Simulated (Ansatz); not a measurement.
```
atom    x (Å)    y (Å)    z (Å)
   B  -1.7040   0.3720   0.3916
   C  -0.2277   0.6743   0.4199
  Al   0.6173  -1.1137   0.8586
  Si   0.7495   0.5469  -1.1421
   H  -2.1650  -0.3238  -0.4730
   H  -2.4374   0.7756   1.2504
   H   0.1423   1.4103   1.1345
   H  -0.1423  -2.4547   0.5144
   H   1.9324  -1.0188   1.7319
   H   1.4592  -0.8289  -0.9850
   H  -0.0176   0.3994  -2.3979
   H   1.8703   1.5062  -1.2693
```

Geometry: PBE0-D4/def2-TZVP.

Computed with RKS PBE0-D4/def2-TZVPP (Ansatz).

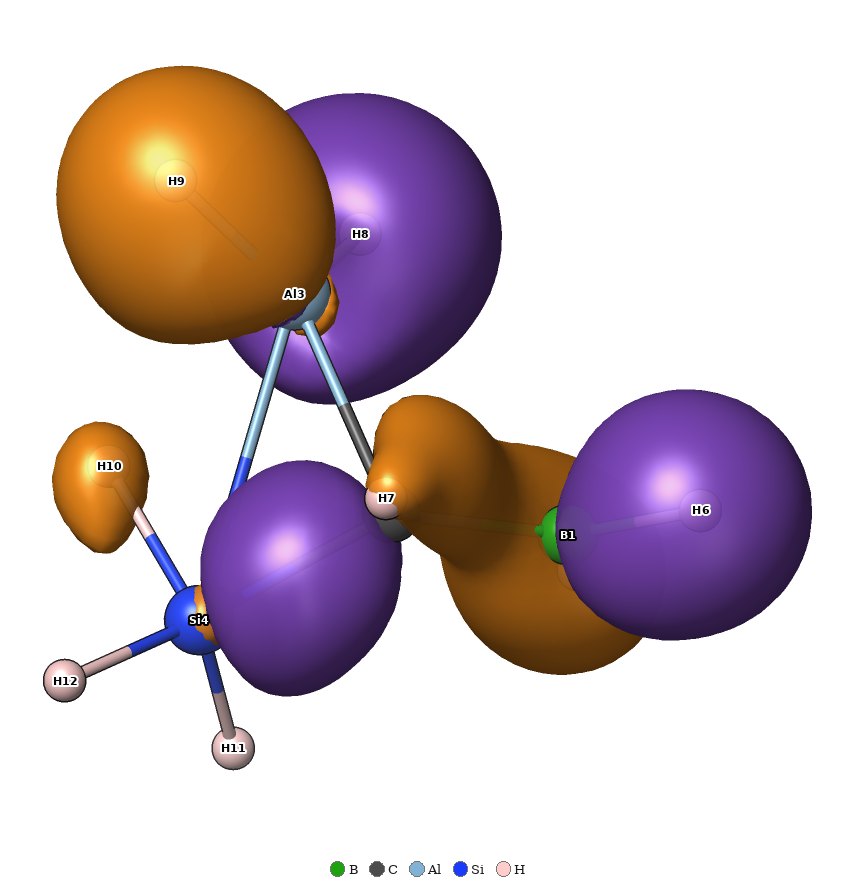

CH$_{8}$AlBSi. The HOMO−1 at ±0.1 Å⁻³ᐟ² (orange and purple are the two phases), seen across its widest extent.

Question: Where does this orbital lie, and at what energy?

Answer: By Hirshfeld shares it lies mainly on H8 (about 20 %), Al3 (about 20 %), B1 (about 15 %), H9 (about 10 %), H6 (about 10 %) and C2 (about 10 %). Its energy is −8.49 eV.
